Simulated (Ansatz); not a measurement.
## Nudged elastic band of SiNH6Br

The run: nudged elastic band of SiNH6Br. Method and program: RKS CAM-B3LYP-D4/def2-SVP (Ansatz 0.2.0).

It belongs to a series of runs on one base structure; here: band between the two ends. Figures and captions count atoms from 1; the log counts them from 0 in places.

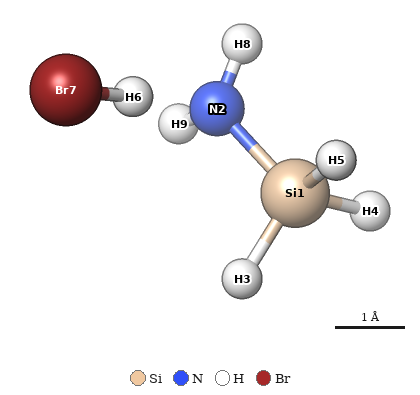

**Figure 1.** The input geometry (ball-and-stick view, seen at a tilt; atoms are numbered from 1 in the order of the input).

Input:
```yaml
crystal:
  periodic: [false, false, false]
  atoms:
    - { symbol: Si, position_ang: [-1.026165, 0.559334, 0.067683] }
    - { symbol: "N", position_ang: [0.152251, -0.708571, 0.397238] }
    - { symbol: H, position_ang: [-1.251345, 0.572722, -1.399022] }
    - { symbol: H, position_ang: [-2.332507, 0.347776, 0.755101] }
    - { symbol: H, position_ang: [-0.435068, 1.835567, 0.540908] }
    - { symbol: H, position_ang: [1.644928, -0.288806, -0.504202] }
    - { symbol: Br, position_ang: [2.839419, 0.111295, -1.267556] }
    - { symbol: H, position_ang: [0.479462, -0.78891, 1.358773] }
    - { symbol: H, position_ang: [-0.070875, -1.640408, 0.050876] }
basis:
  gaussian: { orbitals: def2-SVP }
hamiltonian:
  xc: cam_b3lyp
  dispersion: d4
neb:
  order_check: false
  images: 5
  f_tol: 0.05
  max_iterations: 60
  final_atoms:
    - { symbol: Si, position_ang: [-0.75078159, 1.0322365, -0.72242555] }
    - { symbol: "N", position_ang: [0.92263274, -1.45428539, 1.16249935] }
    - { symbol: H, position_ang: [-1.54521772, 2.06670332, -1.42683457] }
    - { symbol: H, position_ang: [-1.53147235, -0.22218346, -0.62038853] }
    - { symbol: H, position_ang: [-0.35376398, 1.52486476, 0.61683706] }
    - { symbol: H, position_ang: [1.46438218, -1.04370024, 0.40430244] }
    - { symbol: Br, position_ang: [1.08639198, 0.65297484, -1.93012081] }
    - { symbol: H, position_ang: [0.62058186, -0.69407873, 1.76835873] }
    - { symbol: H, position_ang: [0.08734687, -1.8625326, 0.74757088] }
  initial_path:
    images:
      - { positions_ang: [[-1.026165, 0.559334, 0.067683], [0.152251, -0.708571, 0.397238], [-1.251345, 0.572722, -1.399022], [-2.332507, 0.347776, 0.755101], [-0.435068, 1.835567, 0.540908], [1.644928, -0.288806, -0.504202], [2.839419, 0.111295, -1.267556], [0.479462, -0.78891, 1.358773], [-0.070875, -1.640408, 0.050876]] }
      - { positions_ang: [[-0.91233314, 0.63020409, -0.02787416], [0.19702277, -0.79450045, 0.43630978], [-1.18717083, 0.57408609, -1.46816944], [-2.19194735, 0.3640285, 0.68018718], [-0.34746191, 1.86276197, 0.5298838], [1.57211929, -0.43174307, -0.37897399], [2.48824327, 0.35446158, -1.28359759], [0.4653397, -0.85206354, 1.40961937], [-0.08371179, -1.70723617, 0.10241405]] }
      - { positions_ang: [[-0.79850128, 0.70107418, -0.12343133], [0.24179454, -0.8804299, 0.47538157], [-1.12299667, 0.57545018, -1.53731688], [-2.05138771, 0.38028099, 0.60527336], [-0.25985583, 1.88995695, 0.51885959], [1.49931059, -0.57468014, -0.25374597], [2.13706754, 0.59762815, -1.29963918], [0.4512174, -0.91521707, 1.46046574], [-0.09654859, -1.77406434, 0.1539521]] }
      - { positions_ang: [[-0.68466942, 0.77194427, -0.21898849], [0.28656631, -0.96635935, 0.51445335], [-1.0588225, 0.57681428, -1.60646432], [-1.91082806, 0.39653349, 0.53035954], [-0.17224974, 1.91715192, 0.50783539], [1.42650188, -0.71761721, -0.12851796], [1.78589181, 0.84079473, -1.31568077], [0.43709511, -0.97837061, 1.51131211], [-0.10938538, -1.84089251, 0.20549015]] }
      - { positions_ang: [[-0.70670681, 0.85870835, -0.38680084], [0.49858846, -1.12900136, 0.73046869], [-1.22095424, 1.07344396, -1.54658774], [-1.78437616, 0.1902945, 0.14677685], [-0.23275449, 1.78638953, 0.54416928], [1.43912865, -0.82631156, 0.04908884], [1.5527252, 0.7781881, -1.52049412], [0.49825736, -0.88360665, 1.59699432], [-0.04380796, -1.84810588, 0.38618373]] }
      - { positions_ang: [[-0.7287442, 0.94547242, -0.5546132], [0.7106106, -1.29164338, 0.94648402], [-1.38308598, 1.57007364, -1.48671115], [-1.65792425, -0.01594448, -0.23680584], [-0.29325924, 1.65562715, 0.58050317], [1.45175541, -0.9350059, 0.22669564], [1.31955859, 0.71558147, -1.72530746], [0.55941961, -0.78884269, 1.68267652], [0.02176945, -1.85531924, 0.5668773]] }
      - { positions_ang: [[-0.75078159, 1.0322365, -0.72242555], [0.92263274, -1.45428539, 1.16249935], [-1.54521772, 2.06670332, -1.42683457], [-1.53147235, -0.22218346, -0.62038853], [-0.35376398, 1.52486476, 0.61683706], [1.46438218, -1.04370024, 0.40430244], [1.08639198, 0.65297484, -1.93012081], [0.62058186, -0.69407873, 1.76835873], [0.08734687, -1.8625326, 0.74757088]] }
```

Hardware: 2 threads of Intel Xeon (Granite Rapids), 16 GiB of memory available, shared host.

Command:
```bash
ansatz run input.yaml --threads 2 --pin off --max-ram 3072MiB --backend cpu --events-out ev --progress --plain --runs-dir out
```

Log:
```
Engine: ansatz 0.2.0, x86_64-unknown-linux-gnu
Functional definition: CAM-B3LYP
  parameter alpha = 0.19
  parameter beta = 0.46
  parameter omega = 0.33/bohr
  parameter ac = 0.81
  exchange = (1 - alpha - beta)*b88_x + beta*b88_x_sr(omega) + alpha*exact_x + beta*exact_x_lr(omega)
  correlation = (1 - ac)*vwn5_c + ac*lyp_c
991 factors; integrals over basis functions are off by at most 4.5e-4 eV
332 factors; integrals over basis functions are off by at most 7.6e-7 eV
mean field evaluation 1: about -79499.7321 eV, gradient 4.1e1 eV
mean field evaluation 2: about -79498.5027 eV, gradient 4.7e1 eV
mean field evaluation 4: about -79503.0079 eV, gradient 1.2e0 eV
mean field evaluation 8: about -79503.0152 eV, gradient 8.9e-3 eV
mean field -79503.01524239 eV, -2921.6819210786 hartree, gradient 6.2e-5 eV, S^2 0.000000; 0 other end points of the search recorded, 0 dependent functions left out
the calculation of the forces begins
reference -79503.01537465 eV, -2921.6819259389 hartree; 31, 31 occupied and 63, 63 virtual orbitals, 991 factors
991 factors; integrals over basis functions are off by at most 1.0e-3 eV
332 factors; integrals over basis functions are off by at most 6.3e-7 eV
mean field evaluation 16: about -79498.5364 eV, gradient 4.7e1 eV
mean field -79503.12554225 eV, -2921.6859745236 hartree, gradient 6.5e-5 eV, S^2 0.000000; 0 other end points of the search recorded, 0 dependent functions left out
[... from here on the field's lines of each further geometry are left out, up to the last ...]
NEB iter   1: max|band force component| = 9.592e0 eV/Å  barrier→ = 2.6294 eV  barrier← = 2.7409 eV  Δτ_max = 0.2000 Å  (166 SCF iters)
NEB iter   2: max|band force component| = 2.141e0 eV/Å  barrier→ = 0.7296 eV  barrier← = 0.8410 eV  Δτ_max = 0.2000 Å  (141 SCF iters)
NEB iter   3: max|band force component| = 8.588e0 eV/Å  barrier→ = 1.0080 eV  barrier← = 1.1195 eV  Δτ_max = 0.0999 Å  (139 SCF iters)
NEB iter   4: max|band force component| = 1.624e0 eV/Å  barrier→ = 0.4546 eV  barrier← = 0.5661 eV  Δτ_max = 0.2000 Å  (129 SCF iters)
NEB iter   5: max|band force component| = 2.263e0 eV/Å  barrier→ = 0.4641 eV  barrier← = 0.5756 eV  Δτ_max = 0.1011 Å  (139 SCF iters)
NEB iter   6: max|band force component| = 8.938e-1 eV/Å  barrier→ = 0.3418 eV  barrier← = 0.4533 eV  Δτ_max = 0.1026 Å  (135 SCF iters)
NEB iter   7: max|band force component| = 6.156e-1 eV/Å  barrier→ = 0.3278 eV  barrier← = 0.4393 eV  Δτ_max = 0.1271 Å  (124 SCF iters)
NEB iter   8: max|band force component| = 6.685e-1 eV/Å  barrier→ = 0.3280 eV  barrier← = 0.4395 eV  Δτ_max = 0.0644 Å  (127 SCF iters)
NEB iter   9: max|band force component| = 1.627e-1 eV/Å  barrier→ = 0.3165 eV  barrier← = 0.4280 eV  CI = image 3  Δτ_max = 0.0970 Å  (124 SCF iters)
NEB iter  10: max|band force component| = 2.070e-1 eV/Å  barrier→ = 0.3316 eV  barrier← = 0.4430 eV  CI = image 3  Δτ_max = 0.0480 Å  (127 SCF iters)
NEB iter  11: max|band force component| = 1.774e-1 eV/Å  barrier→ = 0.3286 eV  barrier← = 0.4401 eV  CI = image 3  Δτ_max = 0.0477 Å  (126 SCF iters)
NEB iter  12: max|band force component| = 1.227e-1 eV/Å  barrier→ = 0.3252 eV  barrier← = 0.4367 eV  CI = image 3  Δτ_max = 0.0476 Å  (125 SCF iters)
NEB iter  13: max|band force component| = 1.105e-1 eV/Å  barrier→ = 0.3224 eV  barrier← = 0.4339 eV  CI = image 3  Δτ_max = 0.0478 Å  (124 SCF iters)
NEB iter  14: max|band force component| = 1.292e-1 eV/Å  barrier→ = 0.3194 eV  barrier← = 0.4309 eV  CI = image 3  Δτ_max = 0.0239 Å  (123 SCF iters)
NEB iter  15: max|band force component| = 1.296e-1 eV/Å  barrier→ = 0.3181 eV  barrier← = 0.4295 eV  CI = image 3  Δτ_max = 0.0119 Å  (131 SCF iters)
NEB iter  16: max|band force component| = 6.258e-2 eV/Å  barrier→ = 0.3174 eV  barrier← = 0.4289 eV  CI = image 3  Δτ_max = 0.0239 Å  (124 SCF iters)
NEB iter  17: max|band force component| = 5.073e-2 eV/Å  barrier→ = 0.3163 eV  barrier← = 0.4278 eV  CI = image 3  Δτ_max = 0.0239 Å  (132 SCF iters)
NEB iter  18: max|band force component| = 4.535e-2 eV/Å  barrier→ = 0.3153 eV  barrier← = 0.4267 eV  CI = image 3  Δτ_max = 0.0239 Å  (124 SCF iters)
NEB iter  19: max|band force component| = 5.813e-2 eV/Å  barrier→ = 0.3144 eV  barrier← = 0.4259 eV  CI = image 3  Δτ_max = 0.0479 Å  (25 SCF iters)
NEB iter  20: max|band force component| = 4.460e-2 eV/Å  barrier→ = 0.3133 eV  barrier← = 0.4248 eV  CI = image 3  Δτ_max = 0.0476 Å  (129 SCF iters)
NEB iter  21: max|band force component| = 1.161e-1 eV/Å  barrier→ = 0.3129 eV  barrier← = 0.4244 eV  CI = image 3  Δτ_max = 0.0478 Å  (25 SCF iters)
NEB iter  22: max|band force component| = 8.706e-2 eV/Å  barrier→ = 0.3123 eV  barrier← = 0.4238 eV  CI = image 3  Δτ_max = 0.0476 Å  (132 SCF iters)
NEB iter  23: max|band force component| = 1.131e-1 eV/Å  barrier→ = 0.3125 eV  barrier← = 0.4240 eV  CI = image 3  Δτ_max = 0.0238 Å  (139 SCF iters)
NEB iter  24: max|band force component| = 4.541e-2 eV/Å  barrier→ = 0.3124 eV  barrier← = 0.4239 eV  CI = image 3  Δτ_max = 0.0147 Å  (137 SCF iters)
NEB iter  25: max|band force component| = 6.930e-2 eV/Å  barrier→ = 0.3123 eV  barrier← = 0.4238 eV  CI = image 3  Δτ_max = 0.0276 Å  (26 SCF iters)
the calculation of the forces begins
reference -79503.12046338 eV, -2921.6857878786 hartree; 31, 31 occupied and 63, 63 virtual orbitals, 989 factors
991 factors; integrals over basis functions are off by at most 1.1e-3 eV
332 factors; integrals over basis functions are off by at most 6.8e-7 eV
mean field evaluation 800: about -79502.6836 eV, gradient 2.0e-4 eV
mean field -79502.68357739 eV, -2921.6697326146 hartree, gradient 7.0e-5 eV, S^2 0.000000; 1 other end points of the search recorded, 0 dependent functions left out
the calculation of the forces begins
reference -79502.68370011 eV, -2921.6697371245 hartree; 31, 31 occupied and 63, 63 virtual orbitals, 991 factors
NEB iter  26: max|band force component| = 3.680e-2 eV/Å  barrier→ = 0.3123 eV  barrier← = 0.4238 eV  CI = image 3  Δτ_max = 0.0000 Å  (253 SCF iters)
```

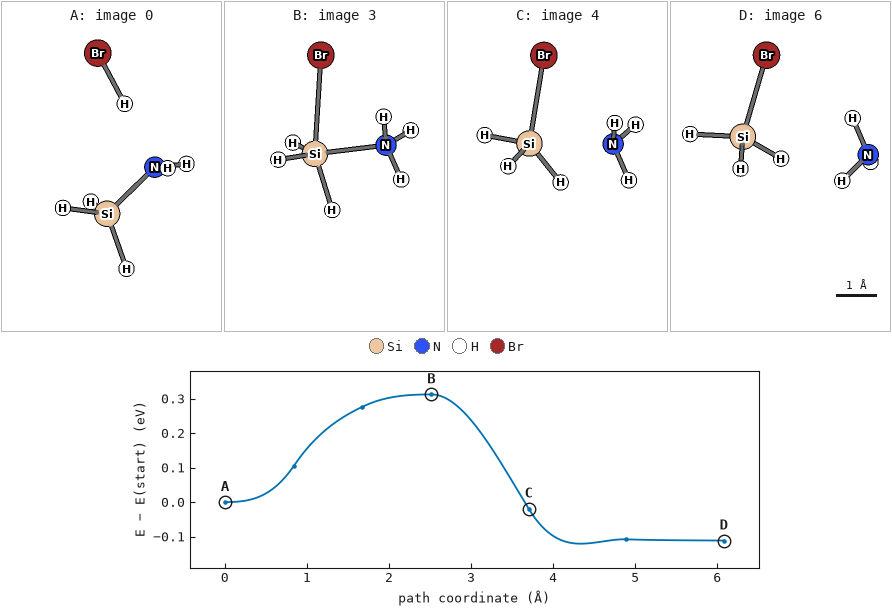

**Figure 2.** Images of the last band (counted from 0; ball-and-stick, seen at a tilt) above the energy along the path; the line is a cubic interpolation that uses the forces. The highest image is number 3, 0.312 eV above the start and 0.424 eV above the end (the climbing image); the end lies 0.111 eV below the start. The path is 6.08 Å long. The band converged in 26 iterations.

```
Total energy: -79502.83475415 eV, -2921.6752882582 hartree
Atom 0 at    -0.545027     0.709404    -0.267097 Å, force    -0.009254    -0.003453     0.007114 eV/Å
Atom 1 at     0.375300    -0.871254     0.533928 Å, force    -0.001285     0.002615    -0.002929 eV/Å
Atom 2 at    -1.260970     0.923429    -1.551377 Å, force     0.001559     0.002538     0.000377 eV/Å
Atom 3 at    -1.733846     0.258870     0.571489 Å, force    -0.000156     0.002445    -0.003718 eV/Å
Atom 4 at    -0.056209     1.891184     0.477751 Å, force     0.001550    -0.002550    -0.000050 eV/Å
Atom 5 at     1.378917    -0.660535     0.577737 Å, force    -0.001766    -0.000724    -0.001806 eV/Å
Atom 6 at     1.554098     0.551585    -1.682669 Å, force     0.003214    -0.001328    -0.002492 eV/Å
Atom 7 at    -0.005881    -1.136758     1.447024 Å, force     0.001130     0.001461     0.003258 eV/Å
Atom 8 at     0.293717    -1.665926    -0.106988 Å, force     0.005007    -0.001004     0.000247 eV/Å
Dipole moment:    -0.219840    -0.814310     0.915407 e Å
this run last wrote the band of iteration 26 to [file]; this run last wrote the band within `neb.f_tol` of iteration 24 to [file]
```

The last band as extended XYZ (Å, eV, eV/Å):
```
9
Properties=species:S:1:pos:R:3:forces:R:3 image=0 energy=-79503.14691
Si   -1.0262    0.5593    0.0677    0.0002   0.0087  -0.0057
N     0.1523   -0.7086    0.3972   -0.0040  -0.0068   0.0062
H    -1.2513    0.5727   -1.3990    0.0008  -0.0004   0.0059
H    -2.3325    0.3478    0.7551   -0.0004  -0.0001   0.0002
H    -0.4351    1.8356    0.5409   -0.0023  -0.0052  -0.0016
H     1.6449   -0.2888   -0.5042   -0.0018  -0.0003   0.0008
Br    2.8394    0.1113   -1.2676    0.0007  -0.0007   0.0002
H     0.4795   -0.7889    1.3588    0.0028   0.0014  -0.0044
H    -0.0709   -1.6404    0.0509    0.0040   0.0033  -0.0016
9
Properties=species:S:1:pos:R:3:forces:R:3 image=1 energy=-79503.04257
Si   -0.8713    0.5622    0.0090   -0.0829  -0.0440   0.0747
N     0.1894   -0.7910    0.4764   -0.0520   0.0109  -0.0091
H    -1.0819    0.4864   -1.4555    0.0134  -0.0309   0.0500
H    -2.1724    0.4406    0.7136   -0.1181   0.0440   0.0220
H    -0.2000    1.8202    0.4152   -0.0360  -0.0376   0.0140
H     1.4954   -0.2799   -0.2828    0.0779   0.1023  -0.2167
Br    2.3377    0.4073   -1.3530    0.2122  -0.0607   0.0458
H     0.2850   -0.9694    1.4756    0.0436   0.0233  -0.0036
H     0.0182   -1.6763    0.0012   -0.0581  -0.0072   0.0228
9
Properties=species:S:1:pos:R:3:forces:R:3 image=2 energy=-79502.87044
Si   -0.7047    0.6586   -0.1293   -0.0091  -0.0297   0.0264
N     0.3047   -0.8201    0.4748    0.0095   0.0321  -0.0335
H    -1.1082    0.5852   -1.5413    0.0296  -0.0529   0.0050
H    -1.9293    0.3469    0.6770   -0.0416   0.0218   0.0332
H    -0.1136    1.8848    0.4275    0.0032  -0.0015  -0.0036
H     1.2917   -0.5225    0.1829   -0.0516  -0.0042  -0.0586
Br    1.9555    0.5728   -1.4811    0.0601   0.0172   0.0322
H     0.1838   -1.0432    1.4679    0.0353   0.0127   0.0054
H     0.1201   -1.6624   -0.0785   -0.0354   0.0046  -0.0066
9
Properties=species:S:1:pos:R:3:forces:R:3 image=3 energy=-79502.83463
Si   -0.5450    0.7094   -0.2671   -0.0093  -0.0035   0.0071
N     0.3753   -0.8713    0.5339   -0.0013   0.0026  -0.0029
H    -1.2610    0.9234   -1.5514    0.0016   0.0025   0.0004
H    -1.7338    0.2589    0.5715   -0.0002   0.0024  -0.0037
H    -0.0562    1.8912    0.4778    0.0015  -0.0026  -0.0001
H     1.3789   -0.6605    0.5777   -0.0018  -0.0007  -0.0018
Br    1.5541    0.5516   -1.6827    0.0032  -0.0013  -0.0025
H    -0.0059   -1.1368    1.4470    0.0011   0.0015   0.0033
H     0.2937   -1.6659   -0.1070    0.0050  -0.0010   0.0002
9
Properties=species:S:1:pos:R:3:forces:R:3 image=4 energy=-79503.16575
Si   -0.5909    0.8277   -0.4601    0.0022   0.0339  -0.0741
N     0.5246   -0.9015    0.7053    0.0437  -0.0217   0.0602
H    -1.3623    1.6101   -1.4700   -0.0237   0.2665   0.0215
H    -1.6719   -0.0467    0.0787    0.0112  -0.1301  -0.1980
H    -0.0818    1.7732    0.5632   -0.0145  -0.0423   0.0349
H     1.5276   -0.7459    0.7962    0.0503  -0.0215   0.0937
Br    1.1255    0.3240   -1.9104   -0.1496  -0.0783  -0.0848
H     0.1240   -1.1377    1.6131    0.0470   0.0049   0.0699
H     0.4053   -1.7032    0.0839    0.0335  -0.0114   0.0767
9
Properties=species:S:1:pos:R:3:forces:R:3 image=5 energy=-79503.25483
Si   -0.7349    1.0420   -0.6939   -0.0105   0.0064   0.0046
N     0.9032   -1.4458    1.1504    0.0106  -0.0010   0.0050
H    -1.5255    2.0782   -1.4007    0.0021   0.0055   0.0016
H    -1.6055   -0.1031   -0.3406   -0.0031  -0.0026  -0.0078
H    -0.1054    1.6204    0.5163    0.0016  -0.0024  -0.0023
H     1.5507   -0.7081    0.8803    0.0012  -0.0018   0.0024
Br    0.8648    0.3468   -2.0831    0.0018  -0.0016  -0.0073
H     0.1492   -1.0150    1.6811   -0.0021  -0.0018  -0.0030
H     0.5036   -1.8155    0.2901   -0.0016  -0.0005   0.0066
9
Properties=species:S:1:pos:R:3:forces:R:3 image=6 energy=-79503.25840
Si   -0.7508    1.0322   -0.7224   -0.0021   0.0036  -0.0011
N     0.9226   -1.4543    1.1625   -0.0039  -0.0040   0.0000
H    -1.5452    2.0667   -1.4268   -0.0024   0.0045  -0.0048
H    -1.5315   -0.2222   -0.6204   -0.0012  -0.0046   0.0002
H    -0.3538    1.5249    0.6168    0.0021  -0.0027   0.0043
H     1.4644   -1.0437    0.4043    0.0022  -0.0015   0.0034
Br    1.0864    0.6530   -1.9301    0.0010   0.0019  -0.0027
H     0.6206   -0.6941    1.7684    0.0034   0.0032  -0.0005
H     0.0873   -1.8625    0.7476    0.0008  -0.0005   0.0011
```

Summary:

| quantity | value |
| --- | --- |
| outcome | converged |
| barrier, forward | 0.312 eV |
| barrier, backward | 0.424 eV |
| wall time | 2.8 min (CPU time 5.2 min) |
| peak memory | 0.26 GiB |

Notes:

The order of the saddle point was not checked.
